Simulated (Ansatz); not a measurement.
A series of calculations on CH4Ga

Part 1: Relaxation

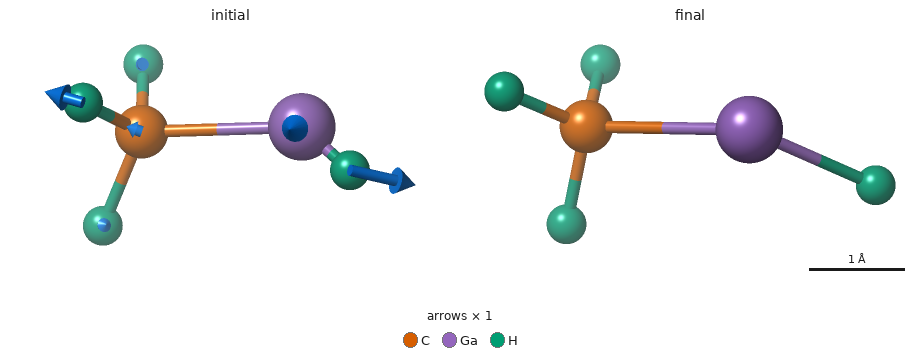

The structure of CH₄Ga (multiplicity 2) (coarse preliminary run) before (left) and after (right) a relaxation, at one scale. The blue arrows give the displacements, at their true length.

The picture is a ball-and-stick view, seen at a tilt.

Computed with UKS PBE-D4/def2-SVP (Ansatz 0.2.0). (force threshold 0.03 eV/Å; at most 250 steps)

Q: What changed between the two?

A: The optimiser took 15 steps. An H atom moves most after the best rigid fit: 0.80 Å. Largest moves by element: H 0.80 Å, Ga 0.53 Å, C 0.17 Å. Near-neighbour distances that change, for instance: Ga–H 0.701 → 1.622 Å, C–Ga 1.771 → 2.009 Å, C–H 1.023 → 1.106 Å, C–H 1.054 → 1.111 Å. Bond angles that change, for instance: C–Ga–H 137.7° → 118.4°, Ga–C–H 118.6° → 108.4°, Ga–C–H 101.0° → 108.1°. Groups turn about C–Ga by about 70°.

Part 2: Relaxation

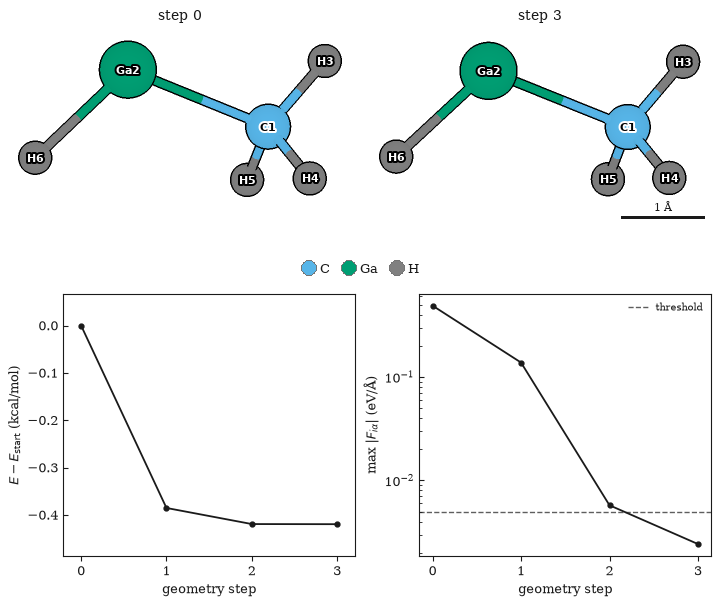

First and last geometry of a relaxation of CH$_{4}$Ga (multiplicity 2), with the history of the run. Style: ball-and-stick. Shown at a tilt.

The calculation used Ansatz 0.2.0, UKS PBE0-D4/def2-TZVP. Settings: force threshold 0.005 eV/Å; at most 200 steps.

Q: What do the curves and the structures tell?

A: It converged. Over 3 geometry steps the energy falls by 0.42 kcal/mol. The largest force component goes from 0.49 to 0.0024 eV/Å. H3 moves most after the best rigid fit: 0.025 Å. Largest moves by element: H 0.025 Å, Ga 0.019 Å, C 0.006 Å. Some distances before and after: Ga2–H6 1.622 → 1.603 Å, C1–Ga2 2.009 → 1.990 Å, C1–H3 1.106 → 1.089 Å.

| step | E − E(0), kcal/mol | largest force component, eV/Å |
| --- | --- | --- |
| 0 | 0.00 | 0.4877 |
| 1 | -0.39 | 0.1376 |
| 2 | -0.42 | 0.0057 |
| 3 | -0.42 | 0.0024 |

Part 3: Scan

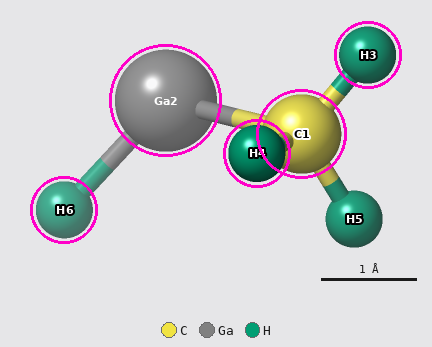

Energy scan for CH$_{4}$Ga (multiplicity 2), in which the H4–C1–H3 angle and the H3–C1–Ga2–H6 dihedral angle are varied on a grid, with the rest of the molecule carried along rigidly. The picture shows the minimum geometry. The ringed atoms are those of the scanned coordinate. Style: ball-and-stick. Shown tilted, with a slight tilt.

Single-point energies from Ansatz with CCSD(T) in the def2-TZVPP basis, on geometries moved rigidly from the minimum at PBE0-D4/def2-TZVP. Coupled cluster with a frozen core. Energies are counted from the PBE0-D4/def2-TZVP minimum geometry at the same level.

```xyz
6

C    -0.0293   -0.4183   -0.5180
Ga    0.6857    0.3726    1.1621
H     0.5747   -1.2431   -0.8929
H    -1.0464   -0.7756   -0.3287
H    -0.0857    0.3647   -1.2803
H    -0.0569    1.6356    1.8116
```

Predict the energy profile on a grid with rows 91.1, 100.1, 109.1, 118.1, 127.1 and columns −164.4, −140.4, −116.4, −92.4, −68.4 (H4–C1–H3 angle (°); H3–C1–Ga2–H6 dihedral angle (°)).

Rows: H4–C1–H3 angle (°); columns: H3–C1–Ga2–H6 dihedral angle (°); values in kJ/mol.

```csv
,−164.4,−140.4,−116.4,−92.4,−68.4
91.1,22.9,23.4,22.9,21.6,20.6
100.1,5.9,6.5,6.6,6.0,5.4
109.1,0.2,1.2,2.0,1.9,1.4
118.1,5.9,7.5,9.0,9.1,8.2
127.1,22.7,25.2,27.4,27.4,25.8
```

In pairs of (H4–C1–H3 angle (°); H3–C1–Ga2–H6 dihedral angle (°)): the lowest computed point lies at (109.1, −164.4) (0.2 kJ/mol), the highest at (127.1, −116.4), (127.1, −92.4) (27.4 kJ/mol). It lies on the edge of the grid, so the true minimum may be outside the range scanned.
